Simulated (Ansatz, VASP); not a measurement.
## Li (Li(110)) in two plane-wave programs

One calculation is typed for both programs; each brings its own data sets and cutoff. How far apart do they land?

Program: Ansatz 0.2.0. Level of theory: plane waves, with VASP 6.6.1 beside it; band structure at r2SCAN. Results are calculated unless marked as measured.

### 1. Set-up

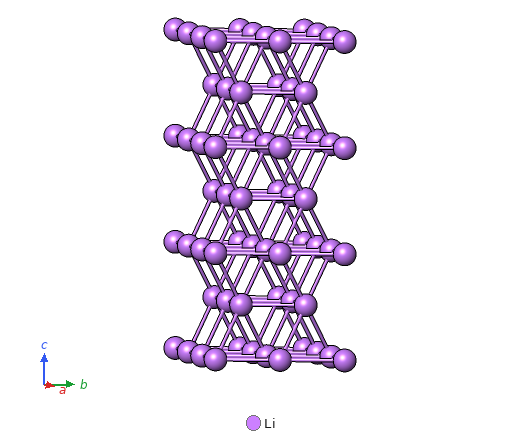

Start, viewed from the side, with the c axis up; lithium purple. 3×2×1 cells are drawn. Some periodic images of atoms are drawn too.

The cell holds 7 atoms: 7 Li. Cell: a = 3.022 Å, b = 3.022 Å, c = 32.807 Å, α = 90.0°, β = 90.0°, γ = 70.5°. Vacuum lies along c.

### 2. VASP: band structure, r2SCAN

The same path points are solved in both programs, so levels can be compared one by one.

Lines of VASP's logs that name or quote its potential files are left out, and so is its time.

File INCAR:

```
SYSTEM = Li
PREC = Normal
ENCUT = 300
EDIFF = 1E-06
NELM = 120
ISMEAR = -1
SIGMA = 0.1
LREAL = .FALSE.
ALGO = Normal
METAGGA = R2SCAN
LASPH = .TRUE.
NBANDS = 21
LORBIT = 11
LWAVE = .FALSE.
LCHARG = .TRUE.
IDIPOL = 3
LDIPOL = .TRUE.
DIPOL = 0.5 0.5 0.5
LVHAR = .TRUE.
LVACPOTAV = .TRUE.
LELF = .TRUE.
NEDOS = 1500
```

File POSCAR:

```
Li
1.0
    2.4678026663     -1.7450000000      0.0000000000
    2.4678026663      1.7450000000      0.0000000000
    0.0000000000      0.0000000000     32.8068159980
Li
7
Direct
    0.0000000000      0.0000000000      0.2743332361
    0.5000000000      0.5000000000      0.3495554908
    0.0000000000      0.0000000000      0.4247777454
    0.5000000000      0.5000000000      0.5000000000
    0.0000000000      0.0000000000      0.5752222546
    0.5000000000      0.5000000000      0.6504445092
    0.0000000000      0.0000000000      0.7256667639
```

File KPOINTS:

```
Automatic mesh
0
Gamma
14 14 1
0 0 0
```

File KPOINTS_OPT:

```
Line mode
14
Line-mode
Reciprocal
  0.00000000   0.00000000   0.00000000 GAMMA
  0.37500000  -0.37500000   0.00000000 X

  0.37500000  -0.37500000   0.00000000 X
  0.62500000   0.37500000   0.00000000 A1

  0.62500000   0.37500000   0.00000000 A1
  0.50000000   0.50000000   0.00000000 Y

  0.50000000   0.50000000   0.00000000 Y
  0.00000000   0.00000000   0.00000000 GAMMA
```

PAW data sets: Li (PBE family, release 64).

On the command line:

```
$ mpirun -np 2 vasp_std
```

Log:

```text
[banner, memory and clock lines left out]
running    2 mpi-ranks, on    1 nodes
 distrk:  each k-point on    2 cores,    1 groups
 distr:  one band on    1 cores,    2 groups

 POSCAR found type information on POSCAR Li
 POSCAR found :  1 types and       7 ions
|                                                                             |
|               ----> ADVICE to this user running VASP <----                  |
|                                                                             |
|     You enforced a specific xc type in the INCAR file but a different       |
|     [... a line on the potential file left out ...]
|     I HOPE YOU KNOW WHAT YOU ARE DOING!                                     |
|                                                                             |

 LDA part: xc-table for (None), standard interpolation
|                                                                             |
|           W    W    AA    RRRRR   N    N  II  N    N   GGGG   !!!           |
|           W    W   A  A   R    R  NN   N  II  NN   N  G    G  !!!           |
|           W    W  A    A  R    R  N N  N  II  N N  N  G       !!!           |
|           W WW W  AAAAAA  RRRRR   N  N N  II  N  N N  G  GGG   !            |
|           WW  WW  A    A  R   R   N   NN  II  N   NN  G    G                |
|           W    W  A    A  R    R  N    N  II  N    N   GGGG   !!!           |
|                                                                             |
|     The number of bands has been changed from the values supplied in        |
|     The orbitals not found in the WAVECAR file will be initialized with     |
|     random numbers, which is usually adequate. For correlated               |
|     calculations, however, you should redo the groundstate calculation.     |
|     I found NBANDS = 21. Now, NBANDS = 22.                                  |
|                                                                             |

 POSCAR, INCAR and KPOINTS ok, starting setup
 FFT: planning ... GRIDC
 FFT: planning ... GRID_SOFT
 FFT: planning ... GRID
 WAVECAR not read
 entering main loop
       N       E                     dE             d eps       ncg     rms          rms(c)
DAV:   1    -0.917719439514E+01   -0.91772E+01   -0.13270E+03  2508   0.122E+02
DAV:   2    -0.164889716925E+02   -0.73118E+01   -0.70422E+01  3338   0.256E+01
DAV:   3    -0.167725938620E+02   -0.28362E+00   -0.28090E+00  3314   0.413E+00
DAV:   4    -0.167806327651E+02   -0.80389E-02   -0.80364E-02  3206   0.723E-01
DAV:   5    -0.167810861372E+02   -0.45337E-03   -0.45336E-03  3618   0.167E-01    0.137E+00
DAV:   6    -0.168956456874E+02   -0.11456E+00   -0.18900E+01  3642   0.300E+00    0.209E+00
DAV:   7    -0.160437796961E+02    0.85187E+00   -0.93807E+00  3252   0.209E+00    0.658E-01
DAV:   8    -0.159214795903E+02    0.12230E+00   -0.14374E+00  3224   0.922E-01    0.508E-01
DAV:   9    -0.159286242781E+02   -0.71447E-02   -0.10358E+00  3106   0.779E-01    0.318E-01
DAV:  10    -0.158868370628E+02    0.41787E-01   -0.92146E-02  2734   0.274E-01    0.126E-01
DAV:  11    -0.158829064263E+02    0.39306E-02   -0.46399E-02  2942   0.198E-01    0.784E-02
DAV:  12    -0.158857078269E+02   -0.28014E-02   -0.16557E-02  2828   0.152E-01    0.787E-02
DAV:  13    -0.158844998905E+02    0.12079E-02   -0.13094E-02  3050   0.955E-02    0.235E-02
DAV:  14    -0.158856950319E+02   -0.11951E-02   -0.34231E-03  2690   0.572E-02    0.352E-02
DAV:  15    -0.158857271679E+02   -0.32136E-04   -0.24540E-03  2704   0.424E-02    0.648E-03
DAV:  16    -0.158859146673E+02   -0.18750E-03   -0.69167E-05  2826   0.176E-02    0.348E-03
DAV:  17    -0.158860474595E+02   -0.13279E-03   -0.23537E-05  2568   0.114E-02    0.113E-03
DAV:  18    -0.158860664165E+02   -0.18957E-04   -0.30286E-06  2670   0.396E-03    0.959E-04
DAV:  19    -0.158860893353E+02   -0.22919E-04   -0.37419E-06  2914   0.370E-03    0.731E-04
DAV:  20    -0.158860965293E+02   -0.71941E-05   -0.84920E-07  2626   0.252E-03    0.604E-04
DAV:  21    -0.158861025344E+02   -0.60050E-05   -0.38535E-07  2858   0.170E-03    0.276E-04
DAV:  22    -0.158861044925E+02   -0.19581E-05   -0.27645E-07  2538   0.142E-03    0.115E-04
DAV:  23    -0.158861049565E+02   -0.46407E-06   -0.94260E-08  2526   0.970E-04
|                                                                             |
|           W    W    AA    RRRRR   N    N  II  N    N   GGGG   !!!           |
|           W    W   A  A   R    R  NN   N  II  NN   N  G    G  !!!           |
|           W    W  A    A  R    R  N N  N  II  N N  N  G       !!!           |
|           W WW W  AAAAAA  RRRRR   N  N N  II  N  N N  G  GGG   !            |
|           WW  WW  A    A  R   R   N   NN  II  N   NN  G    G                |
|           W    W  A    A  R    R  N    N  II  N    N   GGGG   !!!           |
|                                                                             |
|     Did not find any points to average over, which means that no vacuum     |
|     field-free region was found. Please increase the size of  your cell     |
|     in the dimension of the dipole correction to obtain accurate            |
|     workfunction values.                                                    |
|                                                                             |

   1 F= -.15886105E+02 E0= -.15830200E+02  d E =-.111811E+00
 Start KPOINTS_OPT (optional k-point list driver)
k-point batch [1-56\56]
       N       E                     dE             ncg
DAV:   1    -0.847287866340E+02   -0.85989E+04     2472
DAV:   2    -0.560355400666E+03   -0.47563E+03     3404
DAV:   3    -0.584040763104E+03   -0.23685E+02     3160
DAV:   4    -0.584370041499E+03   -0.32928E+00     3090
DAV:   5    -0.584377650433E+03   -0.76089E-02     3240
DAV:   6    -0.584377938248E+03   -0.28781E-03     3204
DAV:   7    -0.584377949675E+03   -0.11427E-04     3250
DAV:   8    -0.584377950107E+03   -0.43141E-06     2116
```

Parts of OUTCAR (step 2):

```text
ion  position               nearest neighbor table
   1  0.000  0.000  0.274-   2 3.02   2 3.02
   2  0.500  0.500  0.350-   3 3.02   3 3.02   1 3.02   1 3.02
   3  0.000  0.000  0.425-   2 3.02   4 3.02   2 3.02   4 3.02
   4  0.500  0.500  0.500-   3 3.02   5 3.02   3 3.02   5 3.02
   5  0.000  0.000  0.575-   4 3.02   6 3.02   4 3.02   6 3.02
   6  0.500  0.500  0.650-   5 3.02   5 3.02   7 3.02   7 3.02
   7  0.000  0.000  0.726-   6 3.02   6 3.02

  LATTYP: Found a base centered orthorhombic cell.
 ALAT       =     3.4900000000
 B/A-ratio  =     1.4142135623
 C/A-ratio  =     9.4002338103

 Subroutine GETGRP returns: Found  8 space group operations
 (whereof  8 operations were pure point group operations)

The static configuration has the point symmetry D_2h.

 Found     57 irreducible k-points:

   k-points           NKPTS =     57   k-points in BZ     NKDIM =     57   number of bands    NBANDS=     22

   dimension x,y,z NGX =    14 NGY =   14 NGZ =  140
   dimension x,y,z NGXF=    28 NGYF=   28 NGZF=  280

   ENCUT  =  300.0 eV  22.05 Ry    4.70 a.u.   4.27  4.27 46.33*2*pi/ulx,y,z

   NELECT =       7.0000    total number of electrons

 k-points in reciprocal lattice and weights: Automatic mesh
   0.00000000  0.00000000  0.00000000       0.005
   0.07142857  0.00000000  0.00000000       0.020
   0.14285714  0.00000000  0.00000000       0.020
   0.21428571  0.00000000  0.00000000       0.020
   0.28571429  0.00000000  0.00000000       0.020
   0.35714286  0.00000000  0.00000000       0.020
   0.42857143  0.00000000  0.00000000       0.020
   0.50000000  0.00000000  0.00000000       0.010
   0.07142857  0.07142857  0.00000000       0.010
[...]
-0.42857143  0.42857143  0.00000000       0.010
   0.50000000  0.50000000  0.00000000       0.005

 dipolmoment           0.000000      0.000000      0.000000 electrons x Angstroem

 average (electrostatic) potential at core
       1 -34.4214       2 -33.9239       3 -33.8951       4 -33.9053       5 -33.8951
       6 -33.9239       7 -34.4214

 E-fermi :  -1.2718

 k-point     1 :       0.0000    0.0000    0.0000
  band No.  band energies     occupation
    ...
      3      -4.4111      2.00000
      4      -3.8061      2.00000
      5      -3.0398      2.00000
      6      -2.1717      1.99975
      7      -1.3628      1.42624
      8      -0.9743      0.09717
      9       1.7300      0.00000
     10       1.9632      0.00000
     11       2.3759      0.00000
     12       3.1537      0.00000
    ...

 k-point     2 :       0.0714    0.0000    0.0000
  band No.  band energies     occupation
    ...
      3      -4.3321      2.00000
      4      -3.7266      2.00000
      5      -2.9589      2.00000
      6      -2.0869      1.99942
      7      -1.2693      0.98784
      8      -0.8736      0.03662
      9       1.8116      0.00000
     10       2.0514      0.00000
     11       2.4412      0.00000
     12       3.2257      0.00000
    ...

 k-point     3 :       0.1429    0.0000    0.0000
  band No.  band energies     occupation
    ...
      2      -4.5082      2.00000
      3      -4.0956      2.00000
      4      -3.4891      2.00000
      5      -2.7180      2.00000
      6      -1.8356      1.99291
      7      -0.9915      0.11437
      8      -0.5715      0.00182
      9       2.0406      0.00000
     10       2.3120      0.00000
     11       2.6280      0.00000
    ...

  Total        0.2103003     -0.1159732     -0.4917011      0.0000000      0.0000000      0.0000000
  in kB        1.1924787     -0.6576095     -2.7881225      0.0000000      0.0000000      0.0000000
  external PRESSURE =      -0.7510845 kB  Pullay stress =       0.0000000 kB

  energy-cutoff  :      300.00
  volume of cell :      282.55
      direct lattice vectors                 reciprocal lattice vectors
     2.467802666 -1.745000000  0.000000000     0.202609393 -0.286532951  0.000000000
     2.467802666  1.745000000  0.000000000     0.202609393  0.286532951  0.000000000
     0.000000000  0.000000000 32.806815998     0.000000000  0.000000000  0.030481471

 POSITION                                       TOTAL-FORCE (eV/Angst)
 -----------------------------------------------------------------------------------
      0.00000      0.00000      9.00000        -0.000000      0.000000      0.081516
      2.46780      0.00000     11.46780        -0.000000      0.000000     -0.062911
      0.00000      0.00000     13.93561         0.000000      0.000000     -0.012969
      2.46780      0.00000     16.40341         0.000000      0.000000      0.000000
      0.00000      0.00000     18.87121        -0.000000      0.000000      0.012969
      2.46780      0.00000     21.33901        -0.000000      0.000000      0.062911
      0.00000      0.00000     23.80682         0.000000      0.000000     -0.081516
 -----------------------------------------------------------------------------------
    total drift:                                0.000000     -0.000000      0.000000

  FREE ENERGIE OF THE ION-ELECTRON SYSTEM (eV)
  ---------------------------------------------------
  free  energy   TOTEN  =       -15.8861049565 eV

  energy  without entropy=      -15.7742940435  energy(sigma->0) =      -15.83019950

 vacuum level on the upper side and lower side of the slab         1.987         1.987

 total charge
# of ion       s       p       d       tot
------------------------------------------
    1        0.118   0.071   0.000   0.189
    2        0.114   0.090   0.000   0.204
    3        0.115   0.090   0.000   0.205
    4        0.115   0.090   0.000   0.205
    5        0.115   0.090   0.000   0.205
    6        0.114   0.090   0.000   0.204
    7        0.118   0.071   0.000   0.189
--------------------------------------------------
tot          0.809   0.591   0.000   1.400

[... 3 further parts left out ...]
```

(Continued in part 2 of 2.)

[Lines on the potential files, build, host, timing and source positions are cut from VASP's logs without a mark.]

[Logs are printed without paths, hosts, clocks, repeated set-up lines and the standing remarks that a program may print on its own settings, such as how far it seeks lower states.]

[Hosts, paths, dates, database ids (printed as entryN), source tags and the programs' standing remarks are cut or masked in the printed files.]
